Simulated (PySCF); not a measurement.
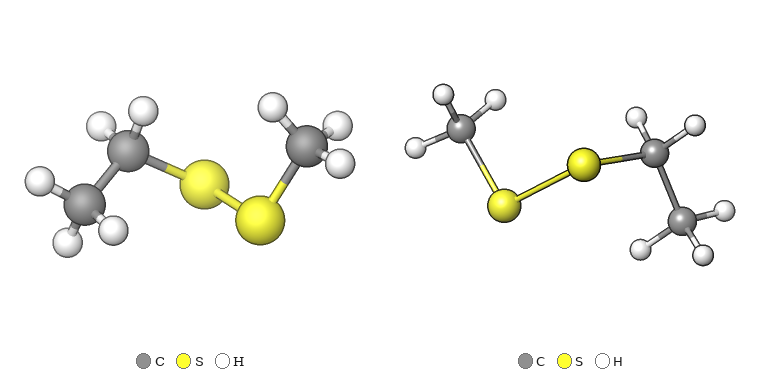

The same structure drawn twice, from different directions.

Computed geometry: PBE0-D3(BJ)/def2-TZVP optimisation. No frequency run is at hand to confirm it as a minimum.

Description:

Formula C₃H₈S₂. Its SMILES string is `CCSSC`. It has no ring. The point group is C1. Coordination: 3 C tetrahedral; 2 S bent.

More results for the same structure follow; atom numbers are the same in all pictures, views and colours differ.

NMR shielding

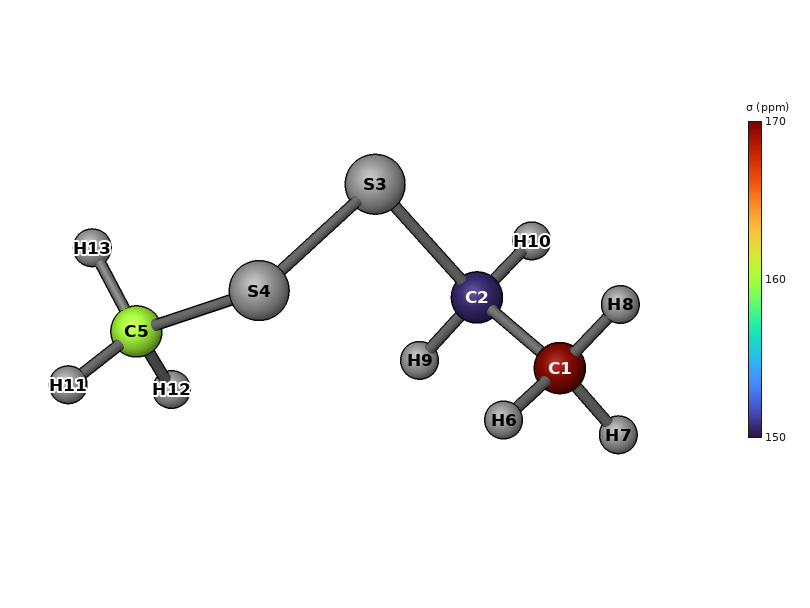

Atoms are coloured by their isotropic NMR shieldings (C only, the others grey). No frequency run is at hand to confirm it as a minimum. Properties computed with GIAO B97-2/pcSseg-2 NMR shielding, non-relativistic, gas phase (PySCF 2.14.0).

Give the isotropic NMR shieldings of the C atoms atom by atom.

| atom | σ (ppm) |
| --- | --- |
| C1 | 169.6 |
| C2 | 150.6 |
| C5 | 160.1 |

Bond orders

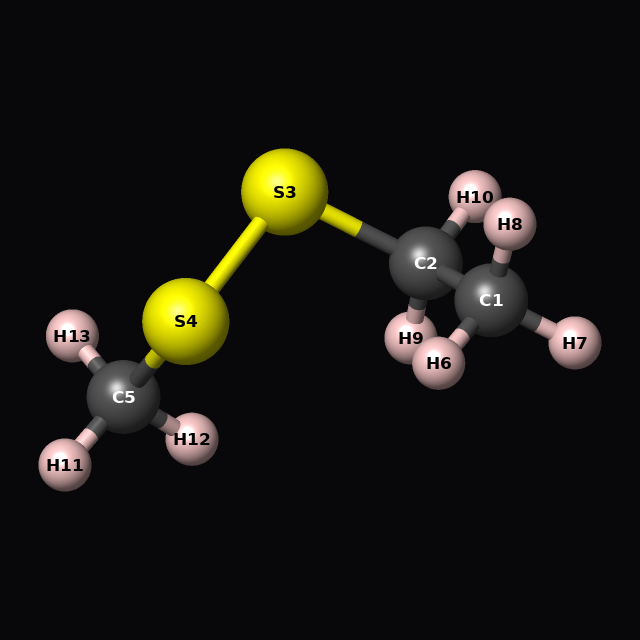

Every bond is drawn as one stick. No frequency run is at hand to confirm it as a minimum. Level of theory: PBE0/pcSseg-2 (PySCF 2.14.0).

List the Mayer bond orders of C1–C2, C1–H6, C1–H7, C1–H8, C2–S3, C2–H9, C2–H10, S3–S4, S4–C5, C5–H11, C5–H12, C5–H13.

| bond | Mayer order | length (Å) |
| --- | --- | --- |
| C1–C2 | 0.95 | 1.512 |
| C1–H6 | 1.00 | 1.092 |
| C1–H7 | 0.99 | 1.094 |
| C1–H8 | 1.00 | 1.091 |
| C2–S3 | 0.90 | 1.817 |
| C2–H9 | 0.99 | 1.092 |
| C2–H10 | 0.98 | 1.095 |
| S3–S4 | 1.09 | 2.028 |
| S4–C5 | 0.92 | 1.805 |
| C5–H11 | 0.98 | 1.093 |
| C5–H12 | 0.99 | 1.090 |
| C5–H13 | 0.99 | 1.089 |

Levels of theory compared

No frequency run is at hand to confirm it as a minimum. Program: PySCF 2.14.0.

At this fixed geometry, give HOMO energy (eV), dipole (D), HOMO–LUMO gap (eV) at these levels: B97-2/pcSseg-2; KT3/pcSseg-2; PBE0/pcSseg-2; WP04/pcSseg-2 in chloroform (IEF-PCM); ωB97X-D/pcSseg-2; ωB97X-D/pcSseg-2 in chloroform (IEF-PCM).

```tsv
level	HOMO energy (eV)	dipole (D)	HOMO–LUMO gap (eV)
B97-2/pcSseg-2	−6.48	2.13	6.30
KT3/pcSseg-2	−5.64	2.02	4.47
PBE0/pcSseg-2	−6.72	2.14	6.59
WP04/pcSseg-2 in chloroform (IEF-PCM)	−7.82	2.54	5.64
ωB97X-D/pcSseg-2	−8.56	2.18	10.20
ωB97X-D/pcSseg-2 in chloroform (IEF-PCM)	−8.60	2.79	10.21
```
